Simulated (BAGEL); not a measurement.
# C2H4FN (SMILES CC(=N)F) at HF/3-21G (density fitting with qzvpp-jkfit)

Aim: the vertical electron affinity of C2H4FN at HF/3-21G (density fitting with qzvpp-jkfit), from 2 runs. 

Program for the calculation: BAGEL 1.2.2.

### 1 The system as given

C2H4FN has 8 atoms, charge 0, and is taken as a singlet. As SMILES, `CC(=N)F`. Geometry: relaxed at PBE0-D4/def2-TZVP.

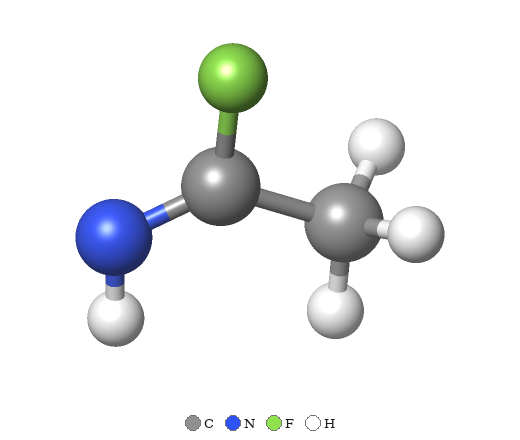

The structure, seen from a chosen angle (carbon grey, nitrogen blue, fluorine green, hydrogen white).

### 2 A single-point energy at HF/3-21G (density fitting with qzvpp-jkfit)

Input file input.json:

```json
{ "bagel" : [

{
  "title" : "molecule",
  "basis" : "3-21g",
  "df_basis" : "qzvpp-jkfit",
  "angstrom" : "true",
  "geometry" : [
    { "atom" : "C", "xyz" : [      -0.246700,       0.732400,      -0.287300 ] },
    { "atom" : "C", "xyz" : [       0.491400,      -0.429400,       0.278400 ] },
    { "atom" : "N", "xyz" : [       0.166300,      -1.620900,       0.450400 ] },
    { "atom" : "F", "xyz" : [       1.725800,      -0.065300,       0.654000 ] },
    { "atom" : "H", "xyz" : [      -1.250500,       0.448000,      -0.597200 ] },
    { "atom" : "H", "xyz" : [      -0.308700,       1.527700,       0.458900 ] },
    { "atom" : "H", "xyz" : [       0.298400,       1.132700,      -1.145000 ] },
    { "atom" : "H", "xyz" : [      -0.783900,      -1.782300,       0.132000 ] }
  ]
},

{
  "title" : "hf",
  "charge" : 0
},

{
  "title" : "print",
  "file" : "orbitals.molden",
  "orbitals" : "true"
}

]}
```

Launch:

```console
$ BAGEL_NUM_THREADS=1 BAGEL input.json > input.out
```

Output:

```text
* using 1 threads per process

  ===============================================================
  ===============================================================

  *** Geometry ***

  { "atom" : "C", "xyz" : [     -0.466195,      1.384035,     -0.542918 ] },
  { "atom" : "C", "xyz" : [      0.928611,     -0.811448,      0.526100 ] },
  { "atom" : "N", "xyz" : [      0.314261,     -3.063057,      0.851133 ] },
  { "atom" : "F", "xyz" : [      3.261289,     -0.123399,      1.235881 ] },
  { "atom" : "H", "xyz" : [     -2.363103,      0.846597,     -1.128544 ] },
  { "atom" : "H", "xyz" : [     -0.583358,      2.886935,      0.867195 ] },
  { "atom" : "H", "xyz" : [      0.563894,      2.140493,     -2.163736 ] },
  { "atom" : "H", "xyz" : [     -1.481356,     -3.368059,      0.249444 ] },

  Number of auxiliary basis functions:      376

  Since a DF basis is specified, we compute 2- and 3-index integrals:
    o Being stored without compression. Storage requirement is 0.006 GB

  Number of basis functions:       44
  Number of electrons      :       32

    * METHOD: MOLECULE                             0.11

  *** RHF ***

  === Nuclear Repulsion ===
   119.7571144237

      * DIIS with orbital gradients will be used.

  === RHF iteration (3-21g) ===
      0       -230.49583984          0.03190461           0.01
      1       -230.60628745          0.01987742           0.02
      2       -230.65477291          0.00234240           0.02
      3       -230.65649182          0.00109487           0.02
      4       -230.65678422          0.00034757           0.02
      5       -230.65685141          0.00015492           0.01
      6       -230.65685984          0.00005260           0.01
      7       -230.65686104          0.00001273           0.02
      8       -230.65686108          0.00000582           0.02
      9       -230.65686109          0.00000205           0.02
     10       -230.65686109          0.00000076           0.02
     11       -230.65686109          0.00000023           0.02
     12       -230.65686109          0.00000011           0.02
     13       -230.65686109          0.00000004           0.02
     14       -230.65686109          0.00000001           0.01
     15       -230.65686109          0.00000001           0.01
    * SCF iteration converged.

    * Permanent dipole moment:
           (    1.170818,    -0.823425,     0.645069) a.u.

    * METHOD: HF                                   0.33

    * METHOD: PRINT                                0.00

  ===============================================================
```

It took 0.79 s on 1 thread of Intel Xeon Platinum 8488C (Sapphire Rapids), shared host; peak memory 0.08 GiB.

### 3 The doublet anion, same level

Input file input.json:

```json
{ "bagel": [

{
  "title": "molecule",
  "basis": "3-21g",
  "df_basis": "qzvpp-jkfit",
  "angstrom": true,
  "geometry": [
    { "atom": "C", "xyz": [   -0.246700,    0.732400,   -0.287300 ] },
    { "atom": "C", "xyz": [    0.491400,   -0.429400,    0.278400 ] },
    { "atom": "N", "xyz": [    0.166300,   -1.620900,    0.450400 ] },
    { "atom": "F", "xyz": [    1.725800,   -0.065300,    0.654000 ] },
    { "atom": "H", "xyz": [   -1.250500,    0.448000,   -0.597200 ] },
    { "atom": "H", "xyz": [   -0.308700,    1.527700,    0.458900 ] },
    { "atom": "H", "xyz": [    0.298400,    1.132700,   -1.145000 ] },
    { "atom": "H", "xyz": [   -0.783900,   -1.782300,    0.132000 ] }
  ]
},
{
  "title": "uhf",
  "charge": -1,
  "nopen": 1
},
{
  "title": "print",
  "file": "orbitals.molden",
  "orbitals": true
}

]}
```

Launch:

```console
$ BAGEL_NUM_THREADS=1 BAGEL input.json > input.out
```

Output:

```text
* using 1 threads per process

  ===============================================================
  ===============================================================

  *** Geometry ***

  { "atom" : "C", "xyz" : [     -0.466195,      1.384035,     -0.542918 ] },
  { "atom" : "C", "xyz" : [      0.928611,     -0.811448,      0.526100 ] },
  { "atom" : "N", "xyz" : [      0.314261,     -3.063057,      0.851133 ] },
  { "atom" : "F", "xyz" : [      3.261289,     -0.123399,      1.235881 ] },
  { "atom" : "H", "xyz" : [     -2.363103,      0.846597,     -1.128544 ] },
  { "atom" : "H", "xyz" : [     -0.583358,      2.886935,      0.867195 ] },
  { "atom" : "H", "xyz" : [      0.563894,      2.140493,     -2.163736 ] },
  { "atom" : "H", "xyz" : [     -1.481356,     -3.368059,      0.249444 ] },

  Number of auxiliary basis functions:      376

  Since a DF basis is specified, we compute 2- and 3-index integrals:
    o Being stored without compression. Storage requirement is 0.006 GB

  Number of basis functions:       44
  Number of electrons      :       32

    * METHOD: MOLECULE                             0.11

  *** Open-shell HF ***

  === Nuclear Repulsion ===
   119.7571144237

      * DIIS with orbital gradients will be used.

  === UHF iteration (3-21g) ===
      0       -230.33127209          0.06498575           0.03
      1       -230.47868579          0.02947409           0.04
      2       -230.50488004          0.01486439           0.03
      3       -230.51321391          0.00160020           0.03
      4       -230.51374770          0.00072213           0.04
      5       -230.51394316          0.00042732           0.03
      6       -230.51403763          0.00010658           0.03
      7       -230.51404263          0.00005478           0.04
      8       -230.51404375          0.00002251           0.03
      9       -230.51404440          0.00000851           0.03
     10       -230.51404449          0.00000348           0.03
     11       -230.51404451          0.00000150           0.03
     12       -230.51404452          0.00000063           0.03
     13       -230.51404452          0.00000026           0.03
     14       -230.51404452          0.00000013           0.03
     15       -230.51404452          0.00000004           0.03
     16       -230.51404452          0.00000002           0.03
     17       -230.51404452          0.00000001           0.03
    * SCF iteration converged.

    * S^2 (UHF) is 0.7615

    * Permanent dipole moment:
           (    0.566661,    -1.184036,     0.506675) a.u.

    * METHOD: UHF                                  0.66

    * METHOD: PRINT                                0.00

  ===============================================================
```

Wall time 1.1 s (1 thread of Intel Xeon Platinum 8488C (Sapphire Rapids), shared host); peak memory 0.08 GiB.

### 4 Outcome

Level: HF/3-21G (density fitting with qzvpp-jkfit).

| quantity | value |
| --- | --- |
| singlet C2H4FN: total energy | -230.65686 Eh |
| singlet C2H4FN: dipole moment | 3.99 D |
| singlet C2H4FN: HOMO energy | -11.84 eV |
| singlet C2H4FN: LUMO energy | 4.97 eV |
| singlet C2H4FN: HOMO–LUMO gap | 16.81 eV |
| doublet anion: total energy | -230.51404 Eh |
| doublet anion: ⟨S²⟩ | 0.761 |
| vertical electron affinity (to the doublet anion) | -3.886 eV |

The anion lies 3.89 eV (375 kJ/mol) above the neutral: the electron isn't bound at this level, and such a value depends on the basis. Without diffuse functions anions come out too high. Hartree–Fock misses the correlation that binds many anions.
